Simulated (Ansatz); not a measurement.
Input

```
crystal:
  periodic: [false, false, false]
  atoms:
    - {symbol: Ge, position_ang: [-0.156454, 0.680228, 1.143107]}
    - {symbol: H, position_ang: [-0.006415, -0.698385, -1.129809]}
    - {symbol: O, position_ang: [0.142443, -1.039346, -0.241838]}
    - {symbol: H, position_ang: [0.538322, 1.567483, 0.000421]}
    - {symbol: H, position_ang: [-1.577102, 0.820292, 0.433282]}
    - {symbol: H, position_ang: [1.059208, -1.330271, -0.205163]}
basis:
  gaussian: {orbitals: def2-TZVPP}
hamiltonian: {xc: pbe0, dispersion: d4}
output: {orbitals: {seedname: orbitals}}
```

Launched as:

```sh
ansatz run in.yaml --threads 2 --pin off --events-out ev --progress --plain --max-ram 4352MiB
```

The reactant side of a reaction path; geometry: PBE0-D4/def2-TZVP.

All numbers below come from Ansatz 0.2.0, RKS PBE0-D4/def2-TZVPP.

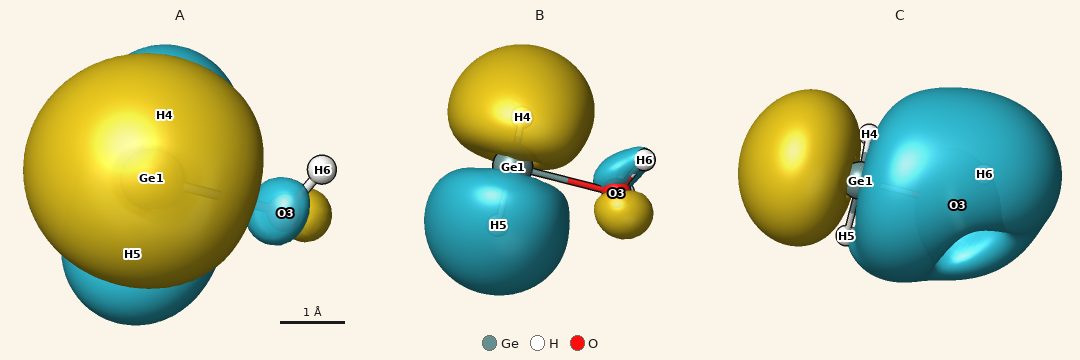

GeH₄O. Three frontier orbitals at ±0.06 Å⁻³ᐟ² (yellow and cyan are the two phases), in no order.

### Which picture is the HOMO−1, the HOMO and the LUMO?

B is the HOMO−1 (−8.01 eV). By Hirshfeld shares it lies mainly on Ge1 (about 45 %), H4 (about 25 %) and H5 (about 25 %). A is the HOMO (−5.97 eV). Its weight (Hirshfeld) is mainly on Ge1 (about 75 %), H4 (about 10 %) and H5 (about 10 %). C is the LUMO (−1.16 eV). It lies mainly on Ge1 (about 55 %), H6 (about 15 %), O3 (about 15 %) and H2 (about 10 %).

### What is the HOMO–LUMO gap?

4.81 eV between the orbital energies.
